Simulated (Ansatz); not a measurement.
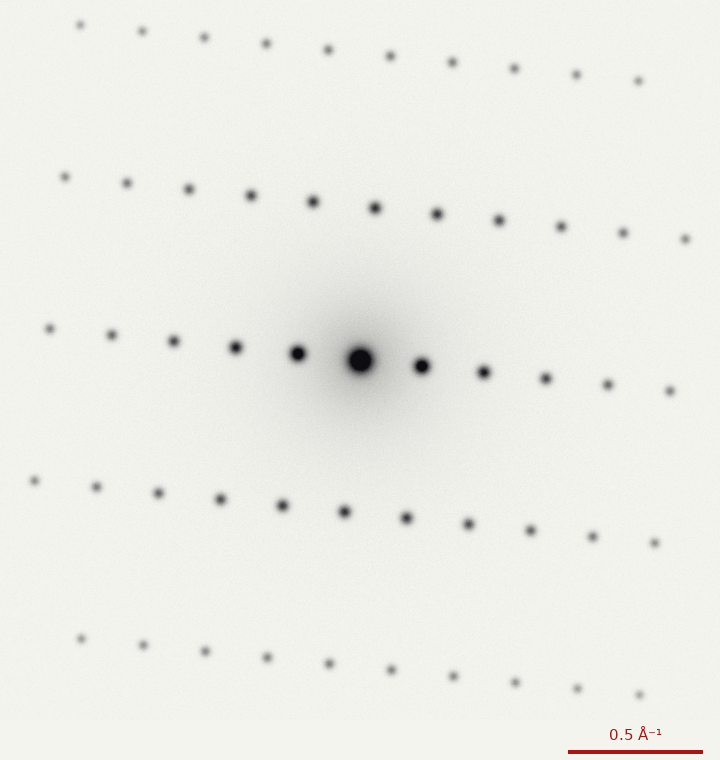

Simulated selected-area electron diffraction pattern (200 kV, kinematic approximation, thin crystal, B = 0.3 Å² for all atoms).

Phase: Cs, space group Im-3m (No. 229), a = 6.05 Å. Structure: the input geometry of an electronic-structure calculation (not necessarily at equilibrium).

```
Cs
1.0
     6.05000    0.00000    0.00000
     0.00000    6.05000    0.00000
     0.00000    0.00000    6.05000
Cs
2
Cartesian
  0.0000 0.0000 0.0000
  3.0250 3.0250 3.0250
```

Measure the pattern against the scale bar and name the zone.

Answer. The spots form a rectangular net whose two shortest vectors correspond to d = 4.28 Å and 1.75 Å, 90.0° apart. They index as 0 -1 1 and -2 2 2, so the zone axis is ±[211] (or an equivalent direction of <211>).

Which reflections of this zone are missing, and why?

Answer. The lattice centring (I) removes all reflections that break h + k + l = 2n.

List the strongest reflections.

Answer. Strongest reflections with d > 0.80 Å, one of each family (|F|² from tabulated Gaussian fits of the electron scattering factors, times a small damping for the curvature of the Ewald sphere):

```tsv
hkl	d (Å)	I (strongest = 100)
0 1 -1	4.278	100
0 2 -2	2.139	36
2 -2 -2	1.746	24
2 -1 -3	1.617	20
0 3 -3	1.426	15
2 0 -4	1.353	13
```
